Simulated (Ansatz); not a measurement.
Fields on a plane of ZrO2 (tetragonal-ZrO2 type, space group P4_2/nmc)

```
CELL_PARAMETERS angstrom
      3.58446     0.00000     0.00000
      0.00000     3.58446     0.00000
      0.00000     0.00000     5.17872
ATOMIC_POSITIONS crystal
  Zr 0.00000 0.00000 0.00000
  Zr 0.50000 0.50000 0.50000
  O  0.00000 0.50000 0.20116
  O  0.00000 0.50000 0.70116
  O  0.50000 0.00000 0.29884
  O  0.50000 0.00000 0.79884
```

The slice is a (0 -1 1) plane (indices of the conventional cell) through the point (0.000, 0.500, 0.701) (fractional), spanned by u = [100] and v = [011] in vectors of this cell: u (3.58 Å) and v (6.30 Å, at 90° to u). It covers one period; positions are fractions (u, v).

Atoms on it: O at (0.00, 0.00). Other atoms lie within 1 Å of the plane.

Computed with PBEsol (plane waves to 420 eV, PAW, scalar-relativistic; Ansatz, an electronic-structure program). k mesh 9×9×7. Inside the PAW spheres the values are not all-electron values, and peaks at nuclei hang on which shells count as valence. The PAW data are Ansatz's earlier set. This is a high-temperature form of ZrO2. ZrO2 is run without spin polarisation. ZrO2 was relaxed with its symmetry unable to fall.

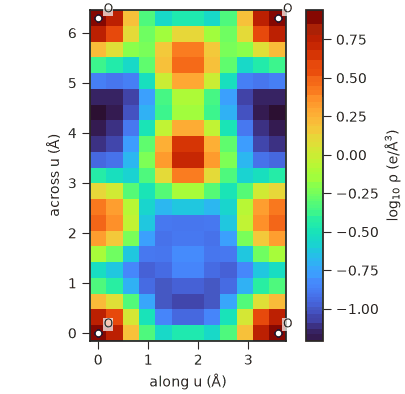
Fig. 1. Log₁₀ of the valence density in e/Å³, one period of the plane, atoms marked. The scale is logarithmic, as a density can span decades between atoms and voids.

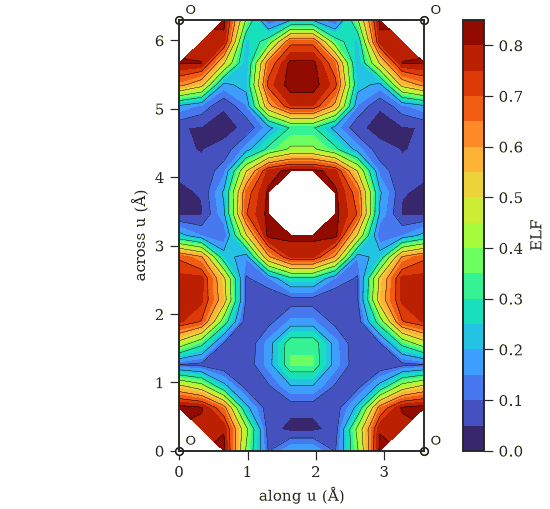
Fig. 1. Electron localisation function (ELF), one period of the plane, atoms marked. Points within 0.4 Å of a nucleus are left white, as the pseudised field means little there.
